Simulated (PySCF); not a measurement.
# C2H10GeN2OSi: electronic excitations

Wanted: the electronic excitations of C2H10GeN2OSi (`CC(=O)N[SiH2][NH][GeH3]`), by calculation.

Programs: PySCF 2.14.0, with density-fitted response routines of our own. Each step states its level of theory. These are calculated values for one molecule in the gas phase, unless marked as measured. Atoms count from 0, in the outputs and in this text.

## (1) Starting geometry

17 atoms, charge 0, multiplicity 1; geometry from: GFN2-xTB.

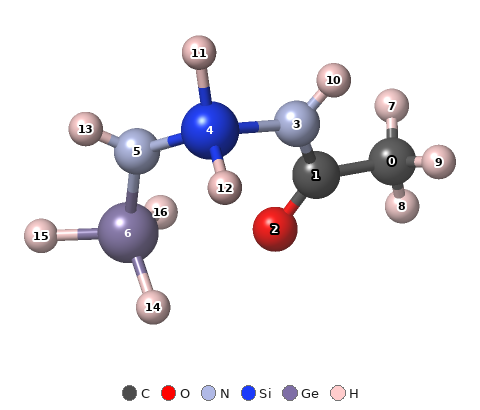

As it starts; carbon dark grey, oxygen red, nitrogen light blue, silicon blue, germanium purple, hydrogen pink, atoms numbered.

## (2) Ultraviolet spectrum: PBE0/def2-SVPD

Job settings and geometry (Å):

```
{"job": {"kind": "uv", "xc": "PBE0", "basis": "def2-SVPD", "nstates": 8, "ntriplets": 3}, "charge": 0, "multiplicity": 1}
C      2.405479    -1.252461    -0.276029
C      1.141587    -0.507498     0.095528
O      0.237175    -1.040879     0.713511
N      1.079527     0.774905    -0.293815
Si    -0.320314     1.791443     0.046591
N     -1.747427     0.911332    -0.277393
Ge    -2.290037    -0.724536     0.403885
H      2.522408    -1.264400    -1.357855
H      2.347062    -2.272788     0.091204
H      3.271246    -0.759873     0.162240
H      1.864931     1.128136    -0.814749
H     -0.200616     2.874443    -0.930415
H     -0.141212     2.231796     1.435181
H     -2.520013     1.466720    -0.607072
H     -2.043776    -0.869474     1.863037
H     -3.796417    -0.628124     0.198319
H     -1.816602    -1.846714    -0.456450
```

Method: TDDFT PBE0/def2-SVPD, vertical, gas phase, core orbitals frozen in the response.

Started as:

```
$ OMP_NUM_THREADS=1 python probes_run.py task.json out
```

One launch serves the whole session: the jobs run in the order shown.

The program printed:

```text
coarse grid: 64328 points
cycle   1  E = -2632.1405900333  dE =  2.552e-01  |g| = 9.346e-01  |ddm| = 5.662e+00
cycle   2  E = -2631.6935096273  dE =  4.471e-01  |g| = 1.747e+00  |ddm| = 3.010e+00
cycle   3  E = -2632.2917911410  dE = -5.983e-01  |g| = 2.859e-01  |ddm| = 2.149e+00
cycle   4  E = -2632.3065505936  dE = -1.476e-02  |g| = 7.405e-02  |ddm| = 3.622e-01
cycle   5  E = -2632.3074621897  dE = -9.116e-04  |g| = 3.147e-02  |ddm| = 1.293e-01
cycle   6  E = -2632.3076785191  dE = -2.163e-04  |g| = 4.000e-03  |ddm| = 4.376e-02
cycle   7  E = -2632.3076809776  dE = -2.458e-06  |g| = 1.847e-03  |ddm| = 6.449e-03
final grid: 134296 points
cycle   8  E = -2632.3076432153  dE =  9.755e-07  |g| = 2.958e-03  |ddm| = 1.391e-02
cycle   9  E = -2632.3076397610  dE =  3.454e-06  |g| = 4.972e-03  |ddm| = 8.503e-03
cycle  10  E = -2632.3076450981  dE = -5.337e-06  |g| = 5.021e-04  |ddm| = 5.402e-03
cycle  11  E = -2632.3076451468  dE = -4.871e-08  |g| = 4.024e-05  |ddm| = 5.300e-04
cycle  12  E = -2632.3076451471  dE = -3.356e-10  |g| = 1.332e-05  |ddm| = 7.595e-05
converged SCF energy = -2632.3076451471

Static polarisability (au): isotropic 97.165, principal 79.710 101.864 109.920

Singlet excitations
state   eV       nm        f      main configurations
  1   5.7316    216.3   0.00233   H-1->L 0.63, H->L 0.11, H-1->L+2 0.08
  2   5.9168    209.5   0.00579   H->L 0.80
  3   6.3064    196.6   0.00556   H->L+1 0.80, H->L+2 0.09
  4   6.4717    191.6   0.00901   H->L+2 0.80, H->L+1 0.10
  5   6.7716    183.1   0.03310   H-2->L 0.54, H-1->L+1 0.18, H-1->L 0.13
  6   6.8899    180.0   0.04394   H-1->L+1 0.74, H-2->L 0.09
  7   7.0146    176.8   0.00623   H-2->L+1 0.84
  8   7.1026    174.6   0.02199   H->L+3 0.79, H->L+5 0.09

Triplet excitations (Tamm-Dancoff, eV): 5.2864 5.4715 5.6818
```

Wall time 53 s (1 thread of Arm Neoverse V2, shared host); peak memory 1 GiB.

The orbitals next to the gap, with their largest atomic shares:

```csv
orbital,eV,atoms
HOMO−3,-8.74,"Ge6 26 %, H15 22 %, O2 18 %"
HOMO−2,-8.02,"O2 32 %, N3 32 %, C1 8 %"
HOMO−1,-7.70,"O2 46 %, Ge6 12 %, H15 10 %"
HOMO,-7.14,"N5 56 %, Ge6 11 %, Si4 9 %"
LUMO,-0.03,"C1 25 %, O2 18 %, Si4 12 %"
LUMO+1,0.21,"Si4 19 %, H10 15 %, C0 13 %"
LUMO+2,0.55,"Ge6 16 %, Si4 16 %, H13 9 %"
```

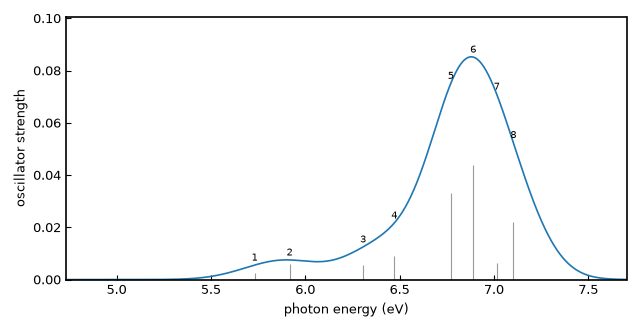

Absorption spectrum from the 8 singlet states computed; above the last one it falls off for lack of states. Lines are broadened to a width of 0.40 eV (Gaussian).

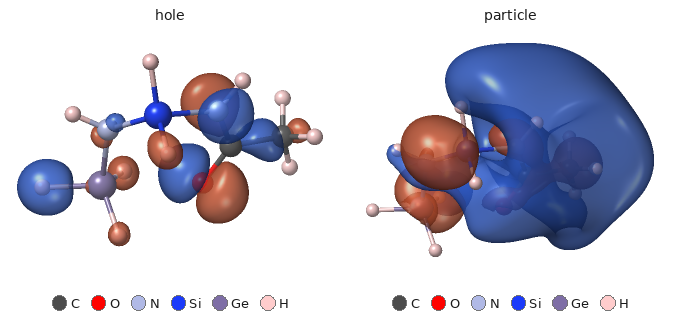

Leading natural transition orbitals of singlet state 6: the electron leaves the hole (left) for the particle orbital (right).

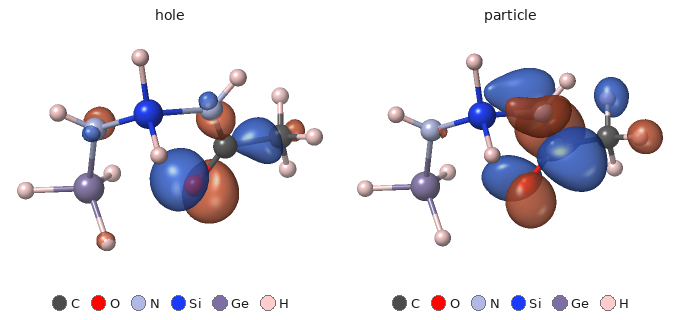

Leading natural transition orbitals of singlet state 1: the electron leaves the hole (left) for the particle orbital (right).

Further results of this job:

```csv
property,computed
dipole moment (D),3.70
polarisability (Å³),14.40
HOMO–LUMO gap (eV),7.11
−ε(HOMO) (eV),7.14
```

Orbitals, density, ELF and potential are computed afterwards from the orbital file.

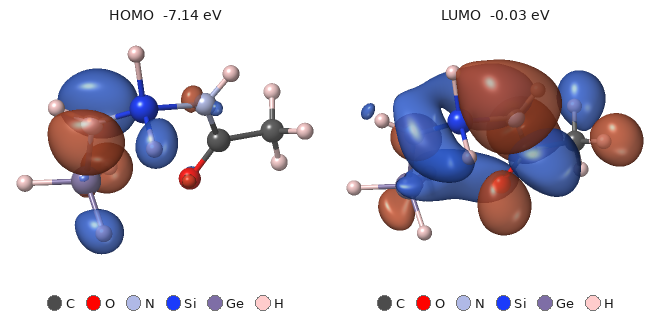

Frontier orbitals at PBE0/def2-SVPD; each surface holds 70 % of the orbital's density, blue and red mark the sign.

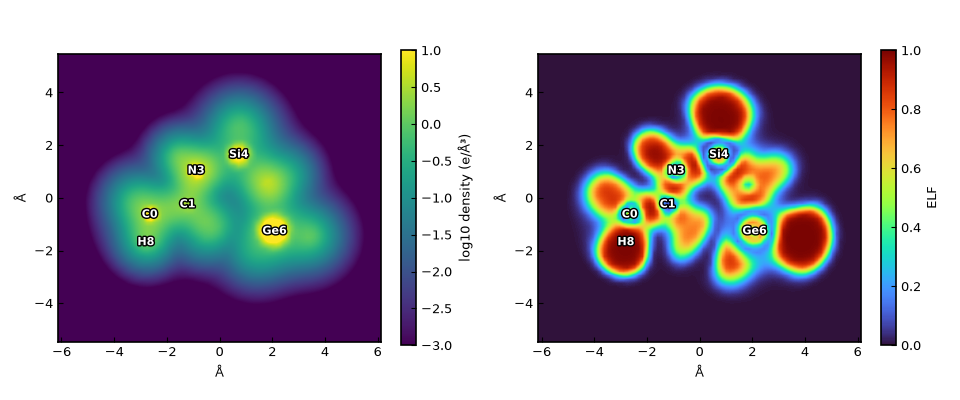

Density (left) and ELF (right) in a plane through or near 6 of the atoms.

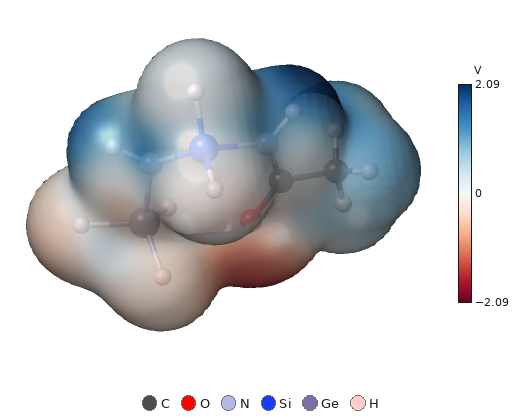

The potential that a unit positive charge feels on the 0.002 e/bohr³ surface, from -1.50 V near O2 to 2.09 V near H10.

## (3) What came out

| quantity | value |
| --- | --- |
| lowest singlet (PBE0/def2-SVPD) | 5.73 eV (216 nm), f = 0.002 |
| brightest single state of those computed | state 6, 6.89 eV, f = 0.044 |
| lowest triplet | 5.29 eV |
| surface potential, least and greatest | -1.50 V and 2.09 V |

**Reading.** The lowest singlet, at 5.73 eV, is HOMO−1→LUMO 0.63, HOMO→LUMO 0.11 and is weak; of the 8 states computed, the strongest absorption comes from state 6 at 6.89 eV. The lowest triplet lies 0.45 eV below the lowest singlet (triplets in Tamm-Dancoff, singlets in full TDDFT).
